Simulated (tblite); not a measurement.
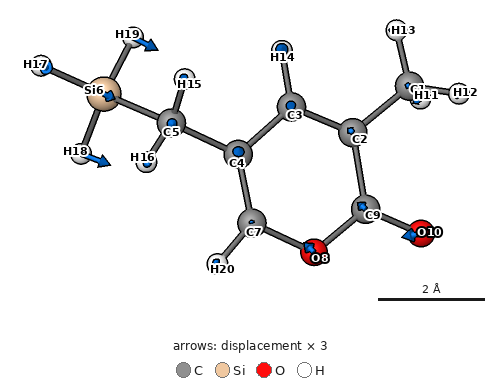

This is a relaxation of C$_{7}$H$_{10}$O$_{2}$Si. The starting structure is drawn; blue arrows show the displacements, magnified 3 times. The two geometries are superimposed by the best rigid fit.

A ball-and-stick model, seen at a tilt.

Computed with tblite, GFN2-xTB geometry optimisation, gas phase. 

Question: Atoms of which element are displaced furthest, and by how much?

Answer: Hydrogen: up to 0.21 Å, against 0.14 Å for oxygen.

Question: What happened in the run?

Answer: H18 moves most after the best rigid fit: 0.21 Å. Largest moves by element: H 0.21 Å, O 0.14 Å, Si 0.10 Å, C 0.10 Å. Some distances before and after: C7–O8 1.394 → 1.341 Å, C5–Si6 1.878 → 1.915 Å, Si6–H17 1.493 → 1.462 Å, C4–C5 1.516 → 1.488 Å. Among the angles between lasting bonds that change: C2–C9–O10 120.8° → 125.3°, C4–C5–Si6 115.3° → 111.1°, O8–C9–O10 121.6° → 118.3°. After 51 geometry steps the energy has fallen by 19.4 kJ/mol. The run took 0.79 s on 1 thread of Arm Neoverse N1, on a shared host.
